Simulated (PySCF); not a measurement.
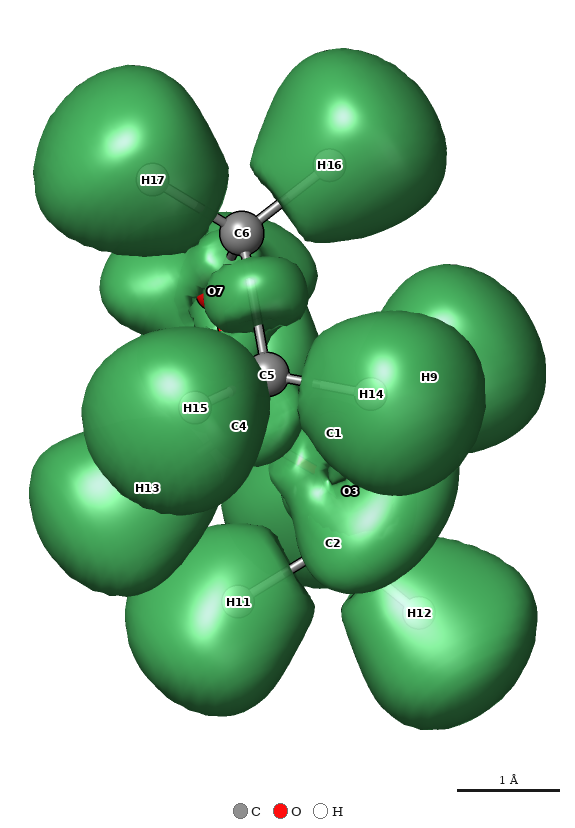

Figure 1: C5H10O2 (SMILES CCO[C@H]1CCO1). Isosurface of the electron localisation function at 0.75 (green), seen at an oblique angle. Core shells and regions of very low density are left out.

Geometry: GFN2-xTB.

These are results of PBE0/pcSseg-1, SCF density, gas phase, non-relativistic (PySCF 2.14.0), not measurements.

```xyz
17

C     2.1211    0.3611    0.9095
C     1.6472   -0.8891    0.1789
O     0.2369   -1.0423    0.1897
C    -0.4605   -0.2035   -0.6549
C    -1.9717   -0.4471   -0.5904
C    -2.0435    0.9944   -0.0809
O    -0.6250    1.1396   -0.1880
H     1.7161    1.2498    0.4328
H     1.7788    0.3378    1.9409
H     3.2070    0.4046    0.8939
H     2.0025   -0.8765   -0.8624
H     2.0256   -1.7884    0.6715
H    -0.0030   -0.1991   -1.6608
H    -2.2356   -1.2087    0.1364
H    -2.4551   -0.6398   -1.5427
H    -2.3851    1.1175    0.9493
H    -2.5626    1.7016   -0.7326
```

Where are the electrons localised?

The surface consists of three regions between bonded C–C atoms (shared pairs), ten regions around hydrogen nuclei and two regions on O in which the atom's valence shell and bonds are merged. Along the contacts the grid gives the following. C–O (1.38 Å): the ELF peaks at about 0.90 between the atoms (a polar covalent bond). C–C (1.52 Å): the ELF peaks at about 0.95 between the atoms; localised, covalent bonding.
